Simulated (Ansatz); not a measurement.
# What O → S does to SrNbO3

Base system: SrNbO₃ in the cubic perovskite structure (space group Pm-3m, No. 221; a = 4.018 Å; a cell from a computed database, its experimental status unchecked).

Modification: full substitution O → S; the structure is relaxed again.

The values are results of PBEsol (Ansatz, a program for electronic structure; PAW; 420 eV plane waves; no spin-orbit coupling), not measurements. Γ-centred 10×10×10 mesh, Fermi–Dirac width 0.05 eV, for the changed cell.

The volume per atom grows by 9.04 Å³ to 22.01 Å³ and the density shrinks by 1.68 g/cm³ to 4.17 g/cm³. The lattice parameter a rises by 0.7746 Å to 4.792 Å and the shortest interatomic distance rises by 0.387 Å to 2.396 Å. The band gap stays zero.

Final structure:

```
SrNbS3
1.0
    4.79237     0.00000     0.00000
    0.00000     4.79237     0.00000
    0.00000     0.00000     4.79237
Sr Nb S
1 1 3
Direct
  0.50000   0.50000   0.50000
  0.00000   0.00000   0.00000
  0.00000   0.50000   0.00000
  0.50000   0.00000   0.00000
  0.00000   0.00000   0.50000
```

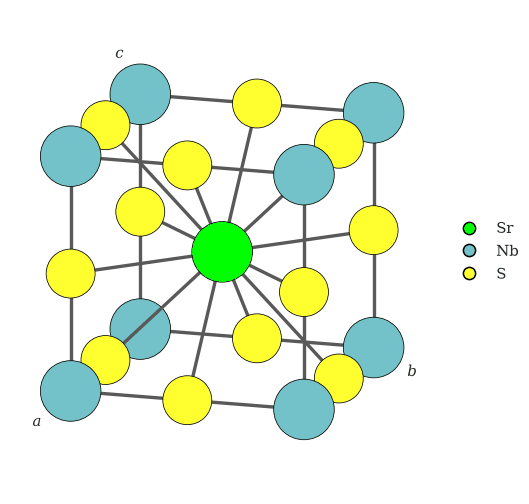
Figure: The relaxed conventional cell after the change

No phonon test of stability was made. As relaxed here, SrNbS3 is a hypothetical phase, not in the database extracts checked. No Hubbard U is applied, and correlation can decide whether such a compound is a metal. The final runs are not spin-polarised. An odd electron count without spin: SrNbS3 and SrNbO3. Many cubic perovskites are stable only at high temperature; tilts and polar distortions were not tested. SrNbS3 has a high density of states at the Fermi level and may be magnetic at this level.
